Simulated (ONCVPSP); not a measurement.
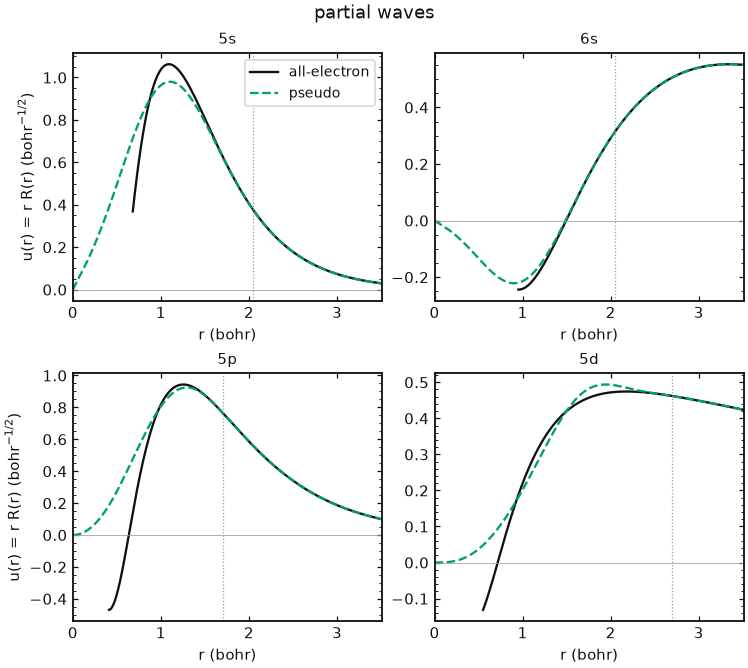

Fig. 1: Partial waves u(r) = r R(r), all-electron (solid) and pseudo (dashed). Dotted lines mark the matching radii. The innermost oscillations of some all-electron curves aren't drawn. Pseudo-waves: 5s has no node; 6s has a node at about 1.5 bohr; 5p has no node; 5d has no node. A node in 6s is expected, since a lower shell of the same l is also in the valence and the two must stay orthogonal.

Tm: pseudopotential generation

- system: thulium (Tm, Z = 69), core [Kr] 4d10, reference valence 4f13 5s2 5p6 5d1 6s1, valence charge 23.
- method: ONCV potential, PBE, scalar-relativistic, made with ONCVPSP 4.0.1

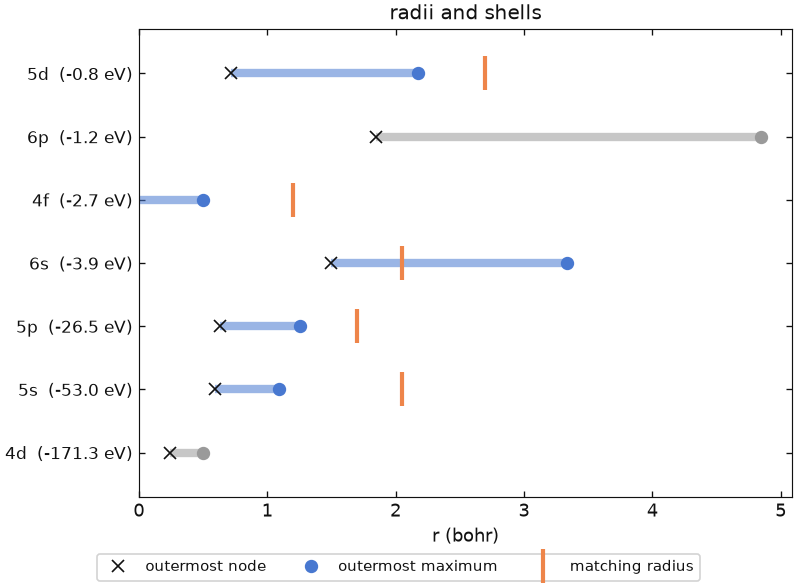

Fig. 2: Outer shells of the all-electron reference atom: each bar runs from the outermost node (or the nucleus) to the outermost maximum of u(r); the tick is the radius chosen for the pseudo-wave. Shells without a tick have no pseudo-wave of their own. Levels, nodes and maxima are from ld1.x, scalar-relativistic.

- Radii against the shells: 5s: 2.05 bohr, outside the maximum; 5p: 1.70 bohr, outside the maximum; 6s: 2.05 bohr, between node and maximum; 4f: 1.20 bohr, outside the maximum; 5d: 2.70 bohr, outside the maximum.

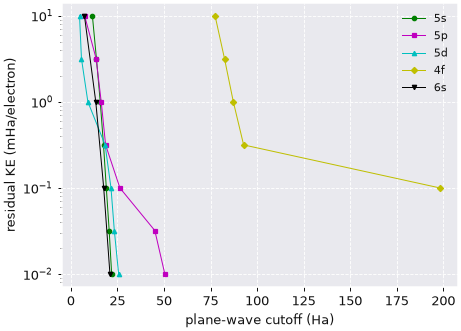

Fig. 3: Residual kinetic energy of the pseudo-waves (the first of each channel, and further valence shells) beyond the plane-wave cutoff, as the generator prints it.

- Cutoffs for 1 mHa per electron: 4f: 87 Ha; 5p: 16 Ha; 5s: 16 Ha; 6s: 13 Ha; 5d: 9.2 Ha.
- Cutoffs for the occupied states: 87 Ha for 1 mHa and 198 Ha for 0.1 mHa per electron. The first is set by 4f.
- Hardest wave at 1 mHa per electron: 4f, with rc = 1.20 bohr and qcut = 14 1/bohr. The optimisation minimises, but can't always remove, the kinetic energy above qcut²/2 = 98.0 Ha, and a larger rc would as a rule soften the wave at some cost in transferability. The potential isn't sound: its ghost test gives GHOST(-) flagged for s at -435.7 eV, p at -80.4 eV; no localised positive-energy state flagged.

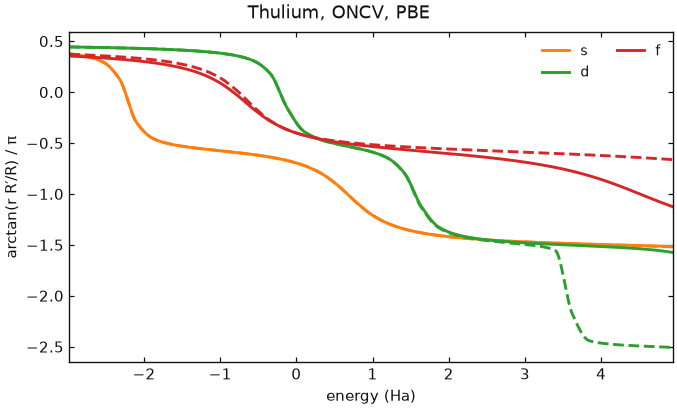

Fig. 4: Unwrapped phase arctan(r R′/R) in units of π against energy, all-electron (solid) and pseudo (dashed); the pseudo phase is matched to the all-electron one at the reference energy. Here R(r) is the radial function. Not drawn: p: not judged, the stored energies step over a narrow level.

- Range over which the phases agree within 0.05 rad: s: over the whole range drawn; d: up to about 3.0 Ha; f: between about -0.5 and 0.9 Ha.
- Poles, where the radial function vanishes at the test radius: s: all-electron at -1.7 and 4.2 Ha, pseudo at -1.7 and 4.1 Ha; d: all-electron at 0.5 and 3.5 Ha, pseudo at 0.5, 3.1 and 4.7 Ha; f: all-electron at 0.6 Ha, pseudo at 0.7 Ha.

These pictures come from the run below.

### Input file
```
# ATOM AND REFERENCE CONFIGURATION
# atsym  z   nc   nv     iexc    psfile
  Tm 69.00    9    5        4      upf
#
#   n    l    f
    1    0    2.00
    2    0    2.00
    2    1    6.00
    3    0    2.00
    3    1    6.00
    3    2   10.00
    4    0    2.00
    4    1    6.00
    4    2   10.00
    4    3   13.00
    5    0    2.00
    5    1    6.00
    5    2    1.00
    6    0    1.00
#
# PSEUDOPOTENTIAL AND OPTIMIZATION
# lmax
    3
#
#   l,   rc,      ep,       ncon, nbas, qcut
    0    2.05    0.00    4    7    7.40
    1    1.70    0.00    4    7    6.30
    2    2.70    0.00    4    7    3.40
    3    1.20    0.00    4    9   14.00
#
# LOCAL POTENTIAL
# lloc, lpopt,  rc(5),   dvloc0
    3    5    1.20    0.00
#
# VANDERBILT-KLEINMAN-BYLANDER PROJECTORs
# l, nproj, debl
    0    2    3.50
    1    2    0.60
    2    2    0.80
    3    0    2.00
#
# MODEL CORE CHARGE
# icmod, fcfact, rcfact
    3    4.25    1.00
#
# LOG DERIVATIVE ANALYSIS
# epsh1, epsh2, depsh
   -3.00    5.00    0.02
#
# OUTPUT GRID
# rlmax, drl
    6.00    0.01
#
# TEST CONFIGURATIONS
# ncnf
    4
# nvcnf
#   n    l    f
    5
    4    3   13.00
    5    0    2.00
    5    1    6.00
    5    2    0.00
    6    0    2.00
#
    5
    4    3   13.00
    5    0    2.00
    5    1    6.00
    5    2    0.00
    6    0    1.00
#
    5
    4    3   13.00
    5    0    2.00
    5    1    6.00
    5    2    0.00
    6    0    0.00
#
    5
    4    3   12.00
    5    0    2.00
    5    1    6.00
    5    2    0.00
    6    0    2.00
#
```

Command:
```bash
oncvpsp.x < Tm.dat > Tm.out
```

### Log (extracts)
```
ONCVPSP  (Optimized Norm-Conservinng Vanderbilt PSeudopotential)
scalar-relativistic version 4.0.1

#   n    l    f        energy (Ha)
    1    0    2.00    -2.1789265E+03
    2    0    2.00    -3.6760489E+02
    2    1    6.00    -3.2453835E+02
    3    0    2.00    -8.2608944E+01
    3    1    6.00    -6.9570371E+01
    3    2   10.00    -5.3485395E+01
    4    0    2.00    -1.6263635E+01
    4    1    6.00    -1.1980090E+01
    4    2   10.00    -6.2945228E+00
    4    3   13.00    -1.0097917E-01
    5    0    2.00    -1.9462682E+00
    5    1    6.00    -9.7536306E-01
    5    2    1.00    -2.7795196E-02
    6    0    1.00    -1.4230466E-01

Reference configufation results
  iterations    41
  all-electron total energy (Ha)   -1.35673571D+04

Begin loop to  construct optimized pseudo wave functions
and semi-local pseudopoentials for all angular momenta

Calculating optimized projector #   1

 for l=   0

    Fraction of norm inside rc  0.958851
    Optimizing pswf for qcut=   7.39 a_B^-1,  ecut=  27.31 Ha
    Residual kinetic energy error=  7.00D-08 Ha

    Energy error per electron        Cutoff
         Ha          eV             Ha
         0.01000     0.27211       11.57
         0.00100     0.02721       15.80
         0.00010     0.00272       19.06
         0.00001     0.00027       21.92

Calculating optimized projector #   2

 for l=   0

    Fraction of norm inside rc  0.052614
    Optimizing pswf for qcut=   7.39 a_B^-1,  ecut=  27.31 Ha
    Residual kinetic energy error=  2.09D-08 Ha

    Energy error per electron        Cutoff
         Ha          eV             Ha
         0.01000     0.27211        7.30
         0.00100     0.02721       13.40
         0.00010     0.00272       17.66
         0.00001     0.00027       21.01

WARNING wellstate: negative energy specified for n= 6 l=  1
WARNING scattering state with energy  0.25000000
WARNING will be used for the first projector

   Wellstate for l =  1  n =  6
     eigenvalue =   0.2500
     asymptotic potential =   0.7500
     half-point radius =  4.3537

Calculating optimized projector #   1

 for l=   1

    Fraction of norm inside rc  0.713193
    Optimizing pswf for qcut=   6.30 a_B^-1,  ecut=  19.84 Ha
    Residual kinetic energy error=  1.75D-04 Ha

    Energy error per electron        Cutoff
         Ha          eV             Ha
         0.01000     0.27211        7.41
         0.00100     0.02721       16.32
         0.00010     0.00272       26.35
         0.00001     0.00027       50.48

Calculating optimized projector #   2

 for l=   1

    Fraction of norm inside rc  0.085798
    Optimizing pswf for qcut=   6.30 a_B^-1,  ecut=  19.84 Ha
    Residual kinetic energy error=  9.01D-05 Ha

    Energy error per electron        Cutoff
         Ha          eV             Ha
         0.01000     0.27211        5.55
         0.00100     0.02721       14.78
         0.00010     0.00272       19.67
         0.00001     0.00027       34.26

   Wellstate for l =  2  n =  6
     eigenvalue =   0.7722
     asymptotic potential =   1.2722
     half-point radius =  4.2068

Calculating optimized projector #   1

 for l=   2

    Fraction of norm inside rc  0.332244
    Optimizing pswf for qcut=   3.40 a_B^-1,  ecut=   5.79 Ha
    Residual kinetic energy error=  2.89D-03 Ha

    Energy error per electron        Cutoff
         Ha          eV             Ha
         0.01000     0.27211        4.67
         0.00100     0.02721        9.16
         0.00010     0.00272       21.57
         0.00001     0.00027       25.67

Calculating optimized projector #   2

 for l=   2

    Fraction of norm inside rc  0.286216
    Optimizing pswf for qcut=   3.40 a_B^-1,  ecut=   5.79 Ha
    Residual kinetic energy error=  1.94D-02 Ha

    Energy error per electron        Cutoff
         Ha          eV             Ha
         0.01000     0.27211        6.44
         0.00100     0.02721       11.26
         0.00010     0.00272       20.45
         0.00001     0.00027       25.42

Calculating optimized projector #   1

 for l=   3

    Fraction of norm inside rc  0.839772
    Optimizing pswf for qcut=  13.99 a_B^-1,  ecut=  97.84 Ha
    Residual kinetic energy error=  1.50D-04 Ha

    Energy error per electron        Cutoff
         Ha          eV             Ha
         0.01000     0.27211       77.44
         0.00100     0.02721       87.26
         0.00010     0.00272      198.18

Construct Vanderbilt / Kleinmman-Bylander projectors

B matrix Hermiticity error, ll=   0
   1   2    1.5299E-04

  Orthonormal projector coefficients  2.6791E+01  1.4342E+00

B matrix Hermiticity error, ll=   1
   1   2    1.2926E-04

  Orthonormal projector coefficients  2.2896E+01  2.3319E+00

B matrix Hermiticity error, ll=   2
   1   2    4.1875E-05

  Orthonormal projector coefficients  1.8392E+01 -1.8066E+00

Model core correction analysis
  based on d2Exc/dn_idn_j

d2excae - all-electron derivatives

   -1.956373D-02   -1.191304D-02   -8.830009D-03   -1.804571D-03
   -1.210219D-03
   -1.191285D-02   -2.599625D-02   -2.239004D-02   -4.186695D-03
   -1.377862D-03
   -8.829849D-03   -2.239000D-02   -2.298474D-02   -6.828646D-03
   -2.772934D-03
   -1.804371D-03   -4.186589D-03   -6.828481D-03   -1.725827D-02
   -2.055508D-02
   -1.209882D-03   -1.377319D-03   -2.771315D-03   -2.055362D-02
   -2.951295D-02

d2excps - pseudofunction derivatives with no core correction

   -3.602044D-02   -1.818707D-02   -1.144197D-02   -1.708043D-03
   -1.626382D-03
   -1.818706D-02   -2.442862D-02   -2.189269D-02   -3.962408D-03
   -1.331864D-03
   -1.144185D-02   -2.189261D-02   -2.320120D-02   -6.892005D-03
   -2.761829D-03
   -1.707838D-03   -3.962282D-03   -6.891839D-03   -1.755363D-02
   -2.057528D-02
   -1.626068D-03   -1.331335D-03   -2.760215D-03   -2.057341D-02
   -2.949670D-02

rms 2nd derivative error    3.830212E-03

rmatch, rhocmatch    0.6721   56.0945

Teter function model core charge with specified parameters

d2excps - pseudofunction derivatives with core correction

   -3.198252D-02   -1.713541D-02   -1.123195D-02   -1.707417D-03
   -1.550425D-03
   -1.713535D-02   -2.433284D-02   -2.183735D-02   -3.961959D-03
   -1.323106D-03
   -1.123184D-02   -2.183726D-02   -2.318954D-02   -6.891879D-03
   -2.757964D-03
   -1.707213D-03   -3.961833D-03   -6.891713D-03   -1.755361D-02
   -2.057526D-02
   -1.550109D-03   -1.322563D-03   -2.756349D-03   -2.057338D-02
   -2.949595D-02

rms 2nd derivative error    2.994574E-03

Pseudoatom total energy -208.593946

Diagnostic tests using Vanderbilt-Kleinman-Bylander pseudopotentials
  1 or more projectors used as specified by nproj input data

   l    rcore       rmatch      e in        delta e   norm test  slope test

   0   2.0572281   2.1196900  -1.9462682   0.0000030   1.0001619   1.0001535
   0   2.0572281   2.1196900  -0.1423047   0.0000014   1.0000251   1.0000189

   1   1.7090117   1.7609010  -0.9753631  -0.0000006   1.0001264   1.0001472
   1   1.7090117   1.7609010   0.2500000   0.0000121   1.0002501   1.0002501

   2   2.7088787   2.7911261  -0.0277952   0.0000004   1.0000187   1.0000113
   2   2.7088787   2.7911261   0.7722048   0.0000013   1.0001535   1.0001535

   3   1.2007820   1.2372404  -0.1009792   0.0000034   1.0000185   1.0000086

 Testing for bound ghosts
   n   l    E NL Schr. Eq   E Basis Diag.   E Cutoff

       0                      -16.011664     45.03  WARNING - GHOST(-)
   1   0       -1.946265       -1.938640     45.03
   2   0       -0.142303       -0.100211     45.03

       1                       -2.955254     76.18  WARNING - GHOST(-)
   2   1       -0.975364       -0.973936     76.18

   3   2       -0.027795       -0.016528     35.04

 Testing for highly-localized positive-energy ghosts
       l    <radius>/rc     E Basis Diag.   E Cutoff

Test configuration 0

   n   l     f        eae           eps        diff
   1   0  2.0000-2178.92652223
   2   0  2.0000 -367.60488657
   2   1  6.0000 -324.53835092
   3   0  2.0000  -82.60894375
   3   1  6.0000  -69.57037096
   3   2 10.0000  -53.48539464
   4   0  2.0000  -16.26363468
   4   1  6.0000  -11.98009014
   4   2 10.0000   -6.29452285
   4   3 13.0000   -0.10097917   -0.10097575    3.42D-06
   5   0  2.0000   -1.94626822   -1.94626527    2.95D-06
   5   1  6.0000   -0.97536306   -0.97536362   -5.61D-07
   5   2  1.0000   -0.02779520   -0.02779484    3.55D-07
   6   0  1.0000   -0.14230466   -0.14230321    1.45D-06

    Total energies and differences
      AE_ref= -1.35673571D+04  AE_tst= -1.35673571D+04  dif=  0.00D+00
      PS_ref= -2.08593946D+02  PS_tst= -2.08593946D+02  dif= -3.41D-13
      PSP excitation error=  3.41D-13

Test configuration 1

   n   l     f        eae           eps        diff
   1   0  2.0000-2178.93609947
   2   0  2.0000 -367.61628985
   2   1  6.0000 -324.54971349
   3   0  2.0000  -82.61978265
   3   1  6.0000  -69.58121505
   3   2 10.0000  -53.49640534
   4   0  2.0000  -16.27494387
   4   1  6.0000  -11.99159863
   4   2 10.0000   -6.30644257
   4   3 13.0000   -0.11362534   -0.11126649    2.36D-03
   5   0  2.0000   -1.96153229   -1.96003120    1.50D-03
   5   1  6.0000   -0.98861819   -0.98807691    5.41D-04
   6   0  2.0000   -0.14239114   -0.14242593   -3.48D-05

    Total energies and differences
      AE_ref= -1.35673571D+04  AE_tst= -1.35674707D+04  dif= -1.14D-01
      PS_ref= -2.08593946D+02  PS_tst= -2.08708069D+02  dif= -1.14D-01
      PSP excitation error=  5.39D-04

Test configuration 2

   n   l     f        eae           eps        diff
   1   0  2.0000-2179.18145025
   2   0  2.0000 -367.86067234
   2   1  6.0000 -324.79423569
   3   0  2.0000  -82.86282491
   3   1  6.0000  -69.82428369
   3   2 10.0000  -53.73959894
   4   0  2.0000  -16.51851293
   4   1  6.0000  -12.23538089
   4   2 10.0000   -6.55051365
   4   3 13.0000   -0.35825179   -0.35582640    2.43D-03
   5   0  2.0000   -2.20891240   -2.20677294    2.14D-03
   5   1  6.0000   -1.23549232   -1.23459227    9.00D-04
   6   0  1.0000   -0.33684283   -0.33679449    4.83D-05

    Total energies and differences
      AE_ref= -1.35673571D+04  AE_tst= -1.35672322D+04  dif=  1.25D-01
      PS_ref= -2.08593946D+02  PS_tst= -2.08470620D+02  dif=  1.23D-01
      PSP excitation error=  1.51D-03

Test configuration 3

psatom: WARNING lschvkbb convergence error n,l,iter=   3   2   3
ea(ii),et,emin,emax -2.779484E-02 -3.057433E-02 -3.057433E-02 -3.057433E-02
run_config: WARNING for fully non-local PS atom, stg. 1
 WARNING no output for configuration 4

Test configuration 4

psatom: WARNING lschvkbb convergence error n,l,iter=   4   3   3
ea(ii),et,emin,emax -1.009758E-01 -1.110733E-01 -1.110733E-01 -1.110733E-01
run_config: WARNING for fully non-local PS atom, stg. 1
 WARNING no output for configuration 5
```

### Key numbers

- outcome: generated, with a ghost state
- cutoffs needed: 87 Ha and 198 Ha (the cutoffs at which the residual kinetic energy of the hardest occupied pseudo-wave falls to 1 and 0.1 mHa per electron)
- ghost test: GHOST(-) flagged for s at -435.7 eV, p at -80.4 eV; no localised positive-energy state flagged
- configuration tests: 2 of 4 tests not solved
- rms error of d²Exc/dni dnj: 3.83 mHa without and 2.99 mHa with the model core
- largest excitation error among the tests solved: +41 meV (all-electron minus pseudo) for 4f13 5s2 5p6 5d0 6s1
- range over which the phases arctan(r R′/R) at the test radius agree within 0.05 rad (a looser test near the poles than one of phase shifts): s: over the whole range computed; d: up to about 3.0 Ha; f: between about -0.5 and 0.9 Ha; p: not judged, the stored energies step over a narrow level
- hardware: 1 CPU thread, shared host
- wall time: 4.9 s

### Remarks

The potential has a bound ghost state, so it can't be used as it stands. The scattering phases part by more than π/2 and stay apart in d from about 3.6 Ha: a level there is either far displaced or one that only the pseudo-atom has. Warnings of the program, in the generation or the tests: wellstate: negative energy specified for n= 6 l= 1; psatom: WARNING lschvkbb convergence error n,l,iter= 3 2 3.
